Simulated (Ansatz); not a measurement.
## Fields on a plane of Be2Fe (space group P6_3/mmc)

```xyz
12
Lattice="4.1908 0.0000 0.0000 -2.0954 3.6294 0.0000 0.0000 0.0000 6.7986" Properties=species:S:1:pos:R:3 pbc="T T T"
Be     0.0000     0.0000     0.0000
Be     0.0000     0.0000     3.3993
Be     2.0954     2.3924     1.6997
Be     0.0000     1.2370     5.0990
Be    -1.0241     3.0109     5.0990
Be     3.1196     0.6185     1.6997
Be     1.0713     0.6185     1.6997
Be     1.0241     3.0109     5.0990
Fe     0.0000     2.4196     0.4182
Fe     2.0954     1.2098     6.3804
Fe     2.0954     1.2098     3.8175
Fe     0.0000     2.4196     2.9811
```

The slice is a (1 -1 0 0) plane (indices of the conventional cell) through the point (0.659, 0.830, 0.750) (fractional), spanned by u = [110] and v = [001] in vectors of this cell: u (4.19 Å) and v (6.80 Å, at 90° to u). It covers one period; positions are fractions (u, v).

Atoms on it: Be at (0.51, 0.00); Be at (0.00, 0.00). Other atoms lie within 1 Å of the plane.

The numbers are results of r2SCAN (plane waves to 500 eV, PAW, scalar-relativistic; Ansatz, a program for electronic structure), not measurements. k mesh 10×10×6. These are valence fields of a PAW run, semicore shells included where kept as valence: close to a nucleus they are smooth pseudo fields. Be2Fe was relaxed with its symmetry unable to fall. Relaxed Be2Fe ends ferromagnetic. Other magnetic orders were not checked, so this need not be the ground state.

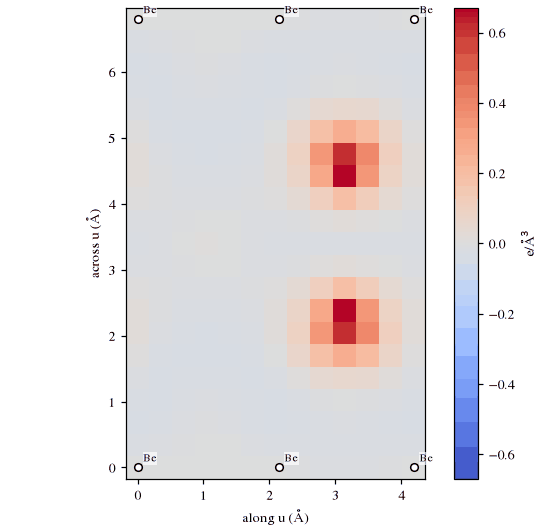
Fig. 1. Spin density, up minus down in e/Å³, one period of the plane, atoms marked. 

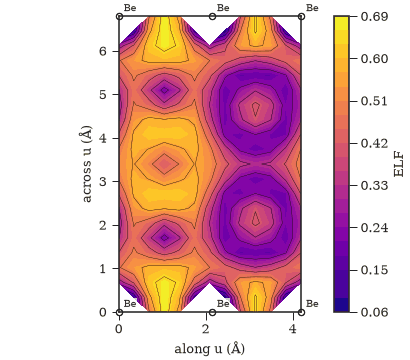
Figure: ELF of the up spins, one period of the plane, atoms marked. Points within 0.4 Å of a nucleus are left white, as the pseudised field means little there.
